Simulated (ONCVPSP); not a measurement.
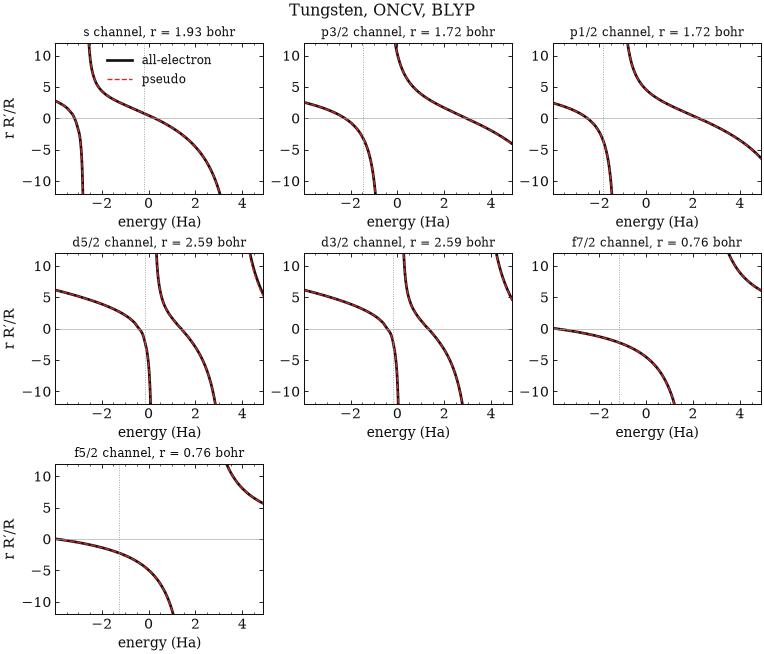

Logarithmic derivatives r R′/R at the test radius against energy, all-electron atom (solid) and pseudo-atom (dashed). Here R(r) is the radial function. The dotted line marks the reference energy of the channel.

| Item | Value |
| --- | --- |
| Element | W |
| Generator | ONCVPSP 4.0.1 |
| Type | optimised norm-conserving Vanderbilt (ONCV) |
| Functional | BLYP |
| Relativity | fully relativistic |
| Frozen core | [Kr] 4d10 |
| Valence charge | 28 |
| Reference configuration | 4f14 5s2 5p6 5d4 6s2 |
| Partial waves | 5s+6s: rc 1.90 bohr, ncon 4, nbas 7, qcut 7.4 1/bohr, 3 projectors, debl 2.3 Ha; 5p: rc 1.70 bohr, ncon 4, nbas 9, qcut 10.1 1/bohr, 2 projectors, debl 3.8 Ha; 5d: rc 2.55 bohr, ncon 5, nbas 9, qcut 7.2 1/bohr, 2 projectors, debl 0.8 Ha; 4f: rc 0.75 bohr, ncon 5, nbas 10, qcut 26.3 1/bohr, 2 projectors, debl 1 Ha |
| Local potential | polynomial inside 0.65 bohr (lpopt 2, dvloc0 3 Ha) |
| Core correction | Teter function fitted to the true core (icmod 2), fcfact 0.7 |

In the f channel the program set the typed energies aside and used -1.172, 0.250 Ha.

**Does the potential have spurious states?**

The plot shows none: pseudo and all-electron curves have the same branches in all channels drawn. The separate test gives: no bound ghost flagged; GHOST(+) flagged for s at 9.8 eV, p3/2 at 186.2 eV, p1/2 at 236.2 eV.

**At which energies does the logarithmic derivative pass through zero?**

s: all-electron -3.2 and 0.3 Ha, pseudo -3.2 and 0.3 Ha; p3/2: all-electron -2.2 and 2.9 Ha, pseudo -2.2 and 2.9 Ha; p1/2: all-electron -2.5 and 2.2 Ha, pseudo -2.5 and 2.2 Ha; d5/2: all-electron -0.4 and 1.4 Ha, pseudo -0.4 and 1.4 Ha; d3/2: all-electron -0.4 and 1.3 Ha, pseudo -0.4 and 1.3 Ha; f7/2: all-electron -3.8 Ha, pseudo -3.8 Ha; f5/2: all-electron -3.9 Ha, pseudo -3.9 Ha.
